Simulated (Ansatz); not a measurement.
# CHBrCuF (SMILES F[C@H]([Cu])Br): what the fields show

```tsv
atom	x (Å)	y (Å)	z (Å)
C	0.0848	-2.4794	-0.3736
Br	-0.2396	-3.7990	1.1007
Cu	-1.2726	-1.1972	-0.1779
F	1.3543	-2.0083	-0.2547
H	0.0283	-3.1003	-1.2835
```

Geometry: r2SCAN-D4/def2-SVP.

These are results of Ansatz 0.2.0, isolated molecule in a Gaussian basis; Kohn-Sham density functional theory, functional PBE0, not measurements.

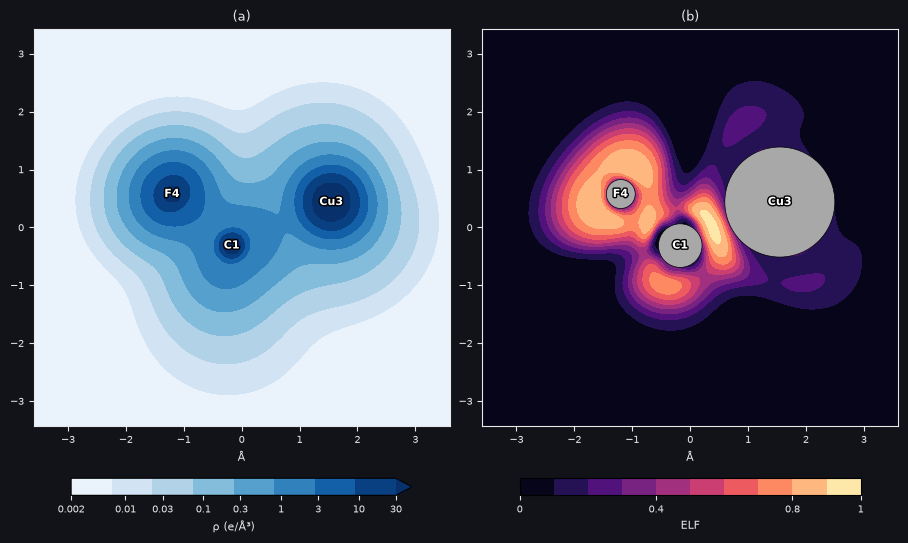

Figure 1. (a) electron density; (b) electron localisation function on the plane of atoms Cu3, C1 and F4. Grey discs cover the atomic cores in the ELF map.

Q: What does the map show?

A:
- The plane passes through C, Cu and F nuclei.
- C–F (1.36 Å): ρ is about 2.2 e/Å³ halfway, with its minimum of 1.7 e/Å³ about 0.5 Å from C; the ELF peaks at about 0.80 between the atoms, as expected for a polar covalent bond.
- C–Cu (1.88 Å): ρ is about 0.89 e/Å³ halfway; the ELF peaks at about 0.95 in the valence shell of C, 0.6 Å from its nucleus, and is about 0.35 at the midpoint.
- The ELF also peaks beside F4, away from the bonds: lone-pair regions.

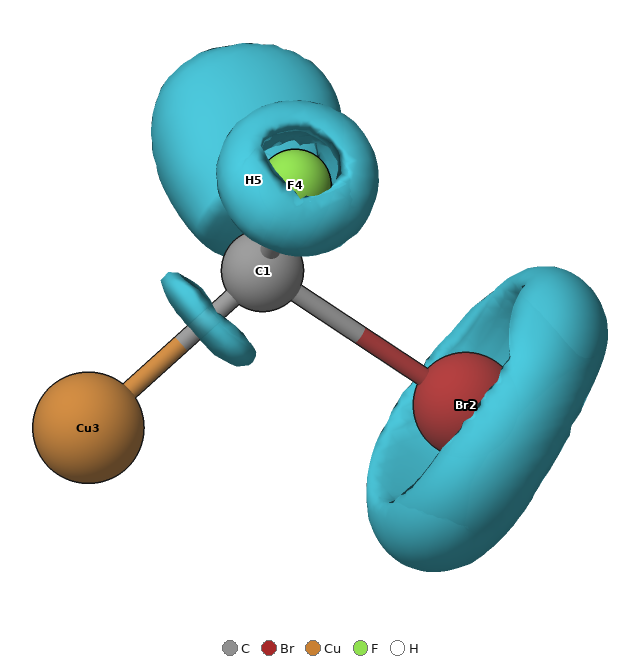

Figure 2. Isosurface of the electron localisation function at 0.85 (cyan), seen at a tilt. Only the valence region is drawn (cores and ρ < 0.01 e/Å³ removed).

Q: Identify the bonds, lone pairs and shells in this picture.

A: The surface consists of one region around a hydrogen nucleus, one lobe of the valence shell of C pointing towards Cu (polar bonds), one region wrapped around Br (its valence shell) and one region wrapped around F (its valence shell).

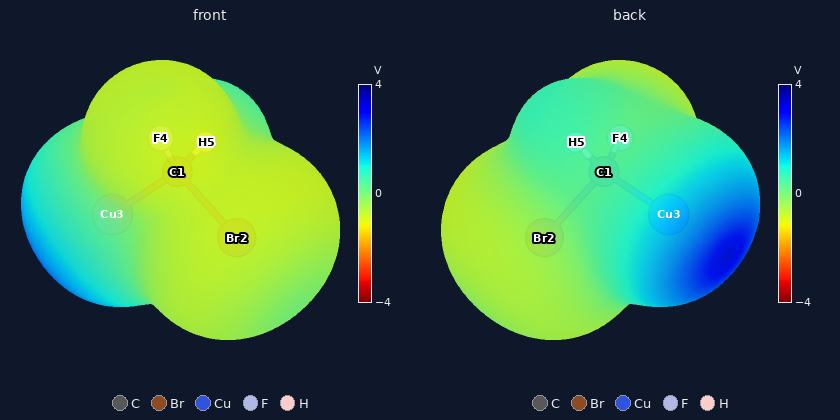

Figure 3. The electrostatic potential painted on the density surface at 0.001 e/bohr³, seen from the front and from behind; red is negative and blue positive.

Q: Which sites attract a positive test charge, and which a negative one?

A: A positive charge is drawn to the negative regions and a negative charge to the positive ones. The most negative region (about −1.0 V) lies over F4, the most positive (about +3.1 V) over Cu3.

Q: What dipole moment does the calculation give?

A: Its dipole moment is 4.16 D.
